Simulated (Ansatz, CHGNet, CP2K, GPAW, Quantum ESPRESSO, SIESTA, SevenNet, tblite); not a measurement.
# H-capped Ge nanowire along [111] (48 atoms) in CP2K

How do the settings of CP2K change the result for H-capped Ge nanowire along [111] (48 atoms)? A plane-wave run serves as the yardstick.

Program: CP2K 2026.2. Level of theory: the method is named at each step. Results are calculated unless marked as measured.

### 1. Starting point

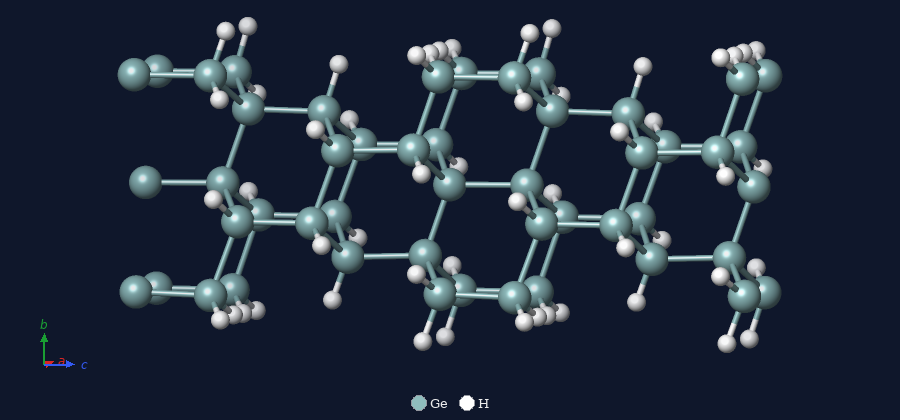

The starting structure, seen from the side, with the c axis across the page (germanium teal, hydrogen white). 1×1×2 cells are drawn. Some periodic images of atoms are drawn too.

The cell holds 48 atoms: 22 Ge and 26 H. Cell: a = 15.499 Å, b = 18.815 Å, c = 9.800 Å, α = 90.0°, β = 90.0°, γ = 90.0°. It derives from Ge (diamond-structure). Square section of size parameter 3.53 Å cut from diamond-structure Ge (a = 5.658 Å) along [111], 1 period, broken bonds capped with H, 9 Å of vacuum. Then every atom was moved at random, 0.02 Å r.m.s. a Cartesian component (hydrogen 0.6 of that). Regions: wire, 22 atoms (22 Ge); hydrogen, 26 atoms (26 H). Vacuum lies along a and b. The structure's axis is c.

The yardstick, on the same geometry:

| Item | Value |
| --- | --- |
| method | Kohn-Sham DFT, PBE, SSSP efficiency 1.3.0 pseudopotentials, plane waves (Quantum ESPRESSO 7.5); sssp-pbe-1.3.0-efficiency, cutoffs 45/360 Ry, Γ point |
| r.m.s. force component | 0.4353 eV/Å |
| longest force | 1.657 eV/Å |
| gap (highest filled to lowest empty level) | 2.859 eV |
| time | 2.5 min on 4 MPI ranks of Arm Neoverse V2, shared host |
| CPU time | 9.9 min |

### 2. PBE, DZVP-MOLOPT-SR, 450/50 Ry, OT DIIS

Method: Kohn-Sham DFT, PBE, GTH-PBE pseudopotentials, Gaussian and plane waves, DZVP-MOLOPT-SR-GTH, orbital transformation.

The input, input.inp:

```
&GLOBAL
  PROJECT cell
  RUN_TYPE ENERGY_FORCE
  PRINT_LEVEL LOW
&END GLOBAL
&FORCE_EVAL
  METHOD QS
  &DFT
    BASIS_SET_FILE_NAME BASIS_MOLOPT
    POTENTIAL_FILE_NAME GTH_POTENTIALS
    &MGRID
      CUTOFF 450
      REL_CUTOFF 50
    &END MGRID
    &QS
      EPS_DEFAULT 1.0E-12
    &END QS
    &SCF
      SCF_GUESS ATOMIC
      EPS_SCF 1.0E-06
      MAX_SCF 30
      &OT
        MINIMIZER DIIS
        PRECONDITIONER FULL_ALL
        ENERGY_GAP 0.001
      &END OT
      &OUTER_SCF
        EPS_SCF 1.0E-06
        MAX_SCF 8
      &END OUTER_SCF
      &PRINT
        &RESTART OFF
        &END RESTART
      &END PRINT
    &END SCF
    &XC
      &XC_FUNCTIONAL PBE
      &END XC_FUNCTIONAL
    &END XC
    &PRINT
      &MULLIKEN ON
      &END MULLIKEN
      &LOWDIN ON
      &END LOWDIN
      &MO_CUBES
        NHOMO 1
        NLUMO 4
        WRITE_CUBE F
      &END MO_CUBES
    &END PRINT
  &END DFT
  &SUBSYS
    &CELL
      A 15.49929 0.00000 0.00000
      B 0.00000 18.81460 0.00000
      C 0.00000 0.00000 9.79994
    &END CELL
    &COORD
      SCALED
      Ge 0.37203 0.31852 0.00367
      Ge 0.36620 0.31374 0.24991
      Ge 0.37323 0.43812 0.33735
      Ge 0.37208 0.43662 0.58153
      Ge 0.37111 0.68522 0.99782
      Ge 0.36858 0.68461 0.24861
      Ge 0.37089 0.55944 0.66709
      Ge 0.36994 0.56161 0.91615
      Ge 0.63073 0.31626 0.99798
      Ge 0.62848 0.31452 0.25016
      Ge 0.63037 0.44109 0.33315
      Ge 0.62823 0.43963 0.58585
      Ge 0.49598 0.37571 0.66570
      Ge 0.49860 0.37928 0.91910
      Ge 0.62822 0.68247 0.00164
      Ge 0.62925 0.68257 0.25682
      Ge 0.50250 0.49900 0.99846
      Ge 0.50134 0.49918 0.25263
      Ge 0.50184 0.62430 0.33681
      Ge 0.50111 0.62064 0.58585
      Ge 0.63027 0.56135 0.67137
      Ge 0.62998 0.56204 0.91890
      H 0.29227 0.35437 0.94756
      H 0.37135 0.23842 0.94639
      H 0.28987 0.27493 0.30334
      H 0.44896 0.27829 0.30182
      H 0.29192 0.47822 0.28012
      H 0.28804 0.40184 0.63679
      H 0.45074 0.72130 0.94729
      H 0.28944 0.72380 0.94912
      H 0.37039 0.75981 0.29879
      H 0.28961 0.64685 0.30080
      H 0.29009 0.59741 0.61617
      H 0.28922 0.52381 0.96524
      H 0.62959 0.23787 0.94787
      H 0.71090 0.35536 0.94783
      H 0.71064 0.27702 0.30365
      H 0.54842 0.27741 0.30443
      H 0.71189 0.47800 0.27775
      H 0.70862 0.40057 0.63857
      H 0.50175 0.30280 0.61270
      H 0.54883 0.72316 0.95043
      H 0.70774 0.72208 0.94838
      H 0.70826 0.64261 0.30695
      H 0.62748 0.75957 0.29941
      H 0.50140 0.70083 0.63404
      H 0.70986 0.60046 0.61017
      H 0.70884 0.52236 0.97006
    &END COORD
    &KIND Ge
      BASIS_SET DZVP-MOLOPT-SR-GTH-q4
      POTENTIAL GTH-PBE-q4
    &END KIND
    &KIND H
      BASIS_SET DZVP-MOLOPT-SR-GTH-q1
      POTENTIAL GTH-PBE-q1
    &END KIND
  &END SUBSYS
  &PRINT
    &FORCES ON
    &END FORCES
  &END PRINT
&END FORCE_EVAL
```

Command:

```console
> OMP_NUM_THREADS=2 cp2k.psmp -i input.inp > output.txt
```

Numbers of over 12 decimals in the logs are rounded to 6 here.

What it wrote:

```text
CP2K| version string:                                       CP2K version 2026.2
 CP2K| Input file name                                                 input.inp
 GLOBAL| Basis set file name                                        BASIS_MOLOPT
 GLOBAL| Potential file name                                      GTH_POTENTIALS
 GLOBAL| Run type                                                   ENERGY_FORCE
 GLOBAL| Total number of message passing processes                             1
 GLOBAL| Number of threads for this process                                    2
 TOTAL NUMBERS AND MAXIMUM NUMBERS
  Total number of            - Atomic kinds:                                   2
                             - Atoms:                                         48
                             - Shell sets:                                    48
                             - Shells:                                       188
                             - Primitive Cartesian functions:                218
                             - Cartesian basis functions:                    438
                             - Spherical basis functions:                    416
  Maximum angular momentum of- Orbital basis functions:                        2
                             - Local part of the GTH pseudopotential:          2
                             - Non-local part of the GTH pseudopotential:      4
 SCF PARAMETERS         Density guess:                                    ATOMIC
                        max_scf:                                              30
                        eps_scf:                                        1.00E-06
                        Outer loop SCF in use
                        eps_scf                                         1.00E-06
                        max_scf                                                8
 Extrapolation method: initial_guess
 Number of electrons:                                                        114
 Number of occupied orbitals:                                                 57
 Number of molecular orbitals:                                                57
 Number of orbital functions:                                                416
 Number of independent orbital functions:                                    416
 SCF WAVEFUNCTION OPTIMIZATION
  ----------------------------------- OT ---------------------------------------
  Minimizer      : DIIS                : direct inversion
                                         in the iterative subspace
                                         using   7 DIIS vectors
                                         safer DIIS on
  Preconditioner : FULL_ALL            : diagonalization, state selective
  Precond_solver : DEFAULT
  stepsize       :    0.15000000                  energy_gap     :    0.00100000
  eps_taylor     :   0.10000E-15                  max_taylor     :             4
  ----------------------------------- OT ---------------------------------------
  Step     Update method      Time    Convergence         Total energy    Change
     1 OT DIIS     0.15E+00    2.9     0.06620836       -93.5354507462 -9.35E+01
     2 OT DIIS     0.15E+00    3.3     0.12977377       -92.8114254896  7.24E-01
     3 OT DIIS     0.15E+00    3.2     0.03977824       -98.8506407454 -6.04E+00
[...]
Leaving inner SCF loop after reaching    30 steps.
  Electronic density on regular grids:       -114.0000000000       -0.0000000000
  Core density on regular grids:              113.9999999997       -0.0000000003
  Total charge density on r-space grids:       -0.0000000004
  Total charge density g-space grids:          -0.0000000004
  Overlap energy of the core charge distribution:               2.11183e-05
  Self energy of the core charge distribution:               -220.556335
  Core Hamiltonian energy:                                     56.645793
  Hartree energy:                                              97.343514
  Exchange-correlation energy:                                -34.723993
  Total energy:                                              -101.291000
  outer SCF iter =    1 RMS gradient =   0.33E-04 energy =       -101.2910003301
  ----------------------------------- OT ---------------------------------------
  Minimizer      : DIIS                : direct inversion
                                         in the iterative subspace
                                         using   7 DIIS vectors
                                         safer DIIS on
  Preconditioner : FULL_ALL            : diagonalization, state selective
  Precond_solver : DEFAULT
  stepsize       :    0.15000000                  energy_gap     :    0.00100000
  eps_taylor     :   0.10000E-15                  max_taylor     :             4
  ----------------------------------- OT ---------------------------------------
  Step     Update method      Time    Convergence         Total energy    Change
[...]
5 OT DIIS     0.15E+00    3.3     0.00000100      -101.2910194972 -7.13E-09
     6 OT DIIS     0.15E+00    3.2     0.00000031      -101.2910194980 -8.16E-10
  *** SCF run converged in     6 steps ***
  Electronic density on regular grids:       -114.0000000000       -0.0000000000
  Core density on regular grids:              113.9999999997       -0.0000000003
  Total charge density on r-space grids:       -0.0000000004
  Total charge density g-space grids:          -0.0000000004
  Overlap energy of the core charge distribution:               2.11183e-05
  Self energy of the core charge distribution:               -220.556335
  Core Hamiltonian energy:                                     56.645743
  Hartree energy:                                              97.343608
  Exchange-correlation energy:                                -34.724056
  Total energy:                                              -101.291019
  outer SCF iter =    2 RMS gradient =   0.31E-06 energy =       -101.2910194980
  outer SCF loop converged in   2 iterations or   36 steps
 !-----------------------------------------------------------------------------!
                     Mulliken Population Analysis
 #  Atom  Element  Kind  Atomic population                           Net charge
       1     Ge       1          4.144243                             -0.144243
       2     Ge       1          4.067646                             -0.067646
       3     Ge       1          4.087959                             -0.087959
[...]
# Total charge                            114.000000                 -0.000000
 !-----------------------------------------------------------------------------!
 LOWDIN POPULATION ANALYSIS
 #  Atom  Element  Kind  Atomic population                           Net charge
[...]
47     H        2          1.119721                             -0.119721
      48     H        2          1.139942                             -0.139942
 # Total charge                            114.000000                 -0.000000
  Eigenvalues of the occupied subspace spin            1
      -0.51595835     -0.49178187     -0.47911137     -0.47592786
      -0.47359437     -0.46719107     -0.45746981     -0.45457579
      -0.45134788     -0.44776512     -0.43345631     -0.41126445
[...]
-0.14981667     -0.14251029     -0.14098966     -0.13967772
      -0.11647252
 Fermi Energy [eV] :   -3.169378
  Using OT eigensolver for additional unoccupied orbitals spin            1
  Lowest Eigenvalues of the unoccupied subspace spin            1
 WARNING : did not converge in ot_eigensolver
 number of iterations          299  exceeded maximum
 current gradient / target gradient   4.0271060826150392E-005  /    1.0000000000000001E-005
      -0.00766334     -0.00470601     -0.00213265      0.00293442
 HOMO - LUMO gap [eV] :    2.960848
 ENERGY| Total FORCE_EVAL ( QS ) energy [hartree]           -101.291019
 FORCES| Atomic forces [hartree/bohr]
 FORCES|   Atom     x               y               z               |f|
 FORCES|      1 -9.12161643E-05 -2.77891235E-02 -6.87231378E-03   2.86264284E-02
 FORCES|      2  1.03982083E-02  1.67830738E-02 -7.43753584E-05   1.97433491E-02
 FORCES|      3 -1.37731673E-02 -5.25069920E-03 -1.44257079E-02   2.06245249E-02
[...]
FORCES|     47 -2.86063720E-03 -1.76563441E-03  2.95160607E-03   4.47355434E-03
 FORCES|     48  6.28130438E-03 -2.47336509E-03  3.48300005E-03   7.59628916E-03
 FORCES| Sum     1.73329892E-07 -4.02090919E-06  1.08872004E-06
 FORCES| Total atomic force                                       4.16930034E-06
```

Elapsed: 2.1 min, on 2 threads of Arm Neoverse V2, shared host; peak memory 2.2 GiB; 3.6 min of CPU time.

Banners, paths, timers and routine set-up lines are dropped from the logs unmarked, and long logs keep their key lines alone; longer cuts are marked.

The solver for the empty levels stopped short of its threshold, so the gap is rough; its iterations count in the time.

Against the reference:

* r.m.s. force component: 0.4182 eV/Å
* r.m.s. difference of force components: 102.2 meV/Å
* longest difference of force vectors: 314.1 meV/Å
* force difference over r.m.s. force: 23.48 %
* slope of forces against the reference's: 0.9339
* correlation of force components: 0.9721
* gap (highest filled to lowest empty level): 2.961 eV
* gap difference: 0.1021 eV

Length of the force difference by element (eV/Å):

```
element  atoms  mean  most
     Ge     22  0.18  0.31
      H     26  0.14  0.24
```

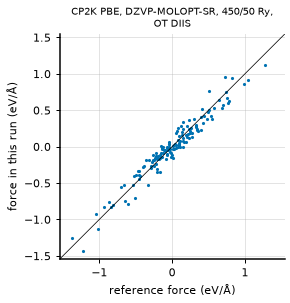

Force components against those of the reference; the line marks equality.

Local excerpt of 9 atoms (numbers count through the whole input) about Ge13, which bears the longest force; x, y, z are measured from there.

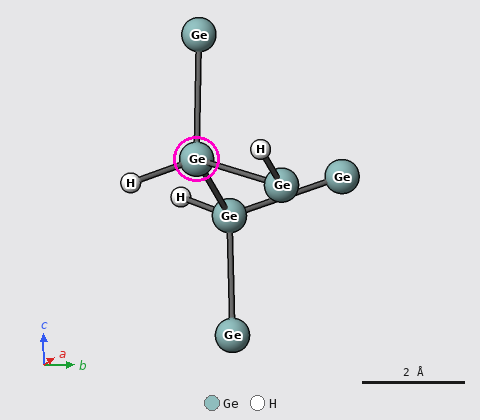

The atoms of the table, within 4.0 Å (arrows a, b, c point along x, y, z); some may hide others; the central atom is ringed.

```csv
atom,x,y,z,distance (Å),bonds,Mulliken charge (e),Fx,Fy,Fz (eV/Å)
Ge13,0.00,0.00,0.00,0.00,4,-0.02,0.75,1.12,0.67
H41,0.09,-1.37,-0.52,1.47,1,0.05,0.00,-1.26,-0.40
Ge4,-1.92,1.15,-0.82,2.38,4,-0.08,-0.79,0.37,0.37
Ge14,0.04,0.07,2.48,2.48,4,-0.06,0.51,-0.82,-0.44
Ge12,2.05,1.20,-0.78,2.50,4,-0.08,-0.18,-0.11,-0.15
H28,-3.22,0.49,-0.28,3.27,1,0.08,0.19,-0.01,-0.12
H40,3.30,0.47,-0.27,3.34,1,0.07,0.06,-0.08,0.05
Ge3,-1.90,1.17,-3.22,3.92,4,-0.09,-0.71,-0.27,-0.74
Ge7,-1.94,3.46,0.01,3.96,4,-0.07,0.23,-0.12,0.07
```

Forces lie 23 % from the reference's, at 0.37 times its CPU time (on 2 against 4 cores).

### 3. GFN1-xTB, OT DIIS

Method: GFN1-xTB tight binding (the program's own implementation), orbital transformation.

The input, input.inp:

```
&GLOBAL
  PROJECT cell
  RUN_TYPE ENERGY_FORCE
  PRINT_LEVEL LOW
&END GLOBAL
&FORCE_EVAL
  METHOD QS
  &DFT
    &QS
      METHOD XTB
      &XTB
        GFN_TYPE 1
        DO_EWALD T
        CHECK_ATOMIC_CHARGES F
      &END XTB
    &END QS
    &SCF
      SCF_GUESS ATOMIC
      EPS_SCF 1.0E-06
      MAX_SCF 30
      &OT
        MINIMIZER DIIS
        PRECONDITIONER FULL_SINGLE_INVERSE
      &END OT
      &OUTER_SCF
        EPS_SCF 1.0E-06
        MAX_SCF 8
      &END OUTER_SCF
      &PRINT
        &RESTART OFF
        &END RESTART
      &END PRINT
    &END SCF
    &PRINT
      &MULLIKEN ON
      &END MULLIKEN
      &MO_CUBES
        NHOMO 1
        NLUMO 4
        WRITE_CUBE F
      &END MO_CUBES
    &END PRINT
  &END DFT
  &SUBSYS
    &CELL
      A 15.49929 0.00000 0.00000
      B 0.00000 18.81460 0.00000
      C 0.00000 0.00000 9.79994
    &END CELL
    &COORD
      SCALED
[... 48 atom lines left out: the same atoms as in the first run ...]
    &END COORD
  &END SUBSYS
  &PRINT
    &FORCES ON
    &END FORCES
  &END PRINT
&END FORCE_EVAL
```

Command:

```console
> OMP_NUM_THREADS=1 cp2k.psmp -i input.inp > output.txt
```

What it wrote:

```text
CP2K| version string:                                       CP2K version 2026.2
 CP2K| Input file name                                                 input.inp
 GLOBAL| Basis set file name                                           BASIS_SET
 GLOBAL| Potential file name                                           POTENTIAL
 GLOBAL| Run type                                                   ENERGY_FORCE
 GLOBAL| Total number of message passing processes                             1
 GLOBAL| Number of threads for this process                                    1
[... lines left out ...]
 Number of electrons:                                                        114
[... lines left out ...]
  Step     Update method      Time    Convergence         Total energy    Change
[... lines left out ...]
  Total energy:                                               -51.093917
[... lines left out ...]
  Step     Update method      Time    Convergence         Total energy    Change
[... lines left out ...]
  *** SCF run converged in     3 steps ***
[... lines left out ...]
  Total energy:                                               -51.093917
[... lines left out ...]
  outer SCF loop converged in   2 iterations or   33 steps
[... lines left out ...]
      47     H          2                 0.995565                      0.004435
      48     H          2                 0.994872                      0.005128
 # Total charge                         114.000000                     -0.000000
  Eigenvalues of the occupied subspace spin            1
      -0.70321162     -0.69451443     -0.68854006     -0.68648503
      -0.68488397     -0.68218048     -0.67646794     -0.67522699
      -0.67463893     -0.66914876     -0.66384526     -0.65208936
[...]
-0.45810075     -0.45733800     -0.45382901     -0.45133795
      -0.44954409     -0.44425813     -0.43529478     -0.43425874
      -0.41874331
 Fermi Energy [eV] :  -11.394585
 ENERGY| Total FORCE_EVAL ( QS ) energy [hartree]            -51.093917
 FORCES| Atomic forces [hartree/bohr]
 FORCES|   Atom     x               y               z               |f|
 FORCES|      1  3.79870958E-03 -1.75178568E-02  5.38849221E-03   1.87174077E-02
 FORCES|      2  7.77370720E-03  1.64799923E-02 -8.41913418E-03   2.00724311E-02
 FORCES|      3 -9.32497939E-03 -1.18404760E-02 -8.52673750E-03   1.73163901E-02
[...]
FORCES|     47 -8.11448694E-03 -4.44967547E-03  4.18235305E-03   1.01556185E-02
 FORCES|     48 -2.19199433E-03  1.59591226E-03  7.29887913E-04   2.80793722E-03
 FORCES| Sum    -3.72531866E-16  4.13991758E-15  4.30211422E-16
 FORCES| Total atomic force                                       4.17884905E-15
```

Elapsed: 2 s, on 1 thread; peak memory 0.28 GiB.

Numbers from this run, and their distance from the reference:

```yaml
r_m_s_force_component: 0.4456 eV/Å
r_m_s_difference_of_force_components: 316.9 meV/Å
longest_difference_of_force_vectors: 1123 meV/Å
force_difference_over_r_m_s_force: 72.79 %
slope_of_forces_against_the_reference_s: 0.759
correlation_of_force_components: 0.7415
```

Against the first run (23 %), the force difference from the reference is 73 %, at 0.0094 times the CPU time (on 1 against 2 cores); the model has changed, so this is no error of the program alone.

(Part 1 of 5 ends here.)

[Also dropped from logs without a mark: logging warnings of Python, and SIESTA's first energy breakdown and zero terms.]

[Logs are printed without paths, hosts, clocks, repeated set-up lines and the standing remarks that a program may print on its own settings, such as how far it seeks lower states.]

[Hosts, paths, dates, database ids (printed as entryN), source tags and the programs' standing remarks are cut or masked in the printed files.]
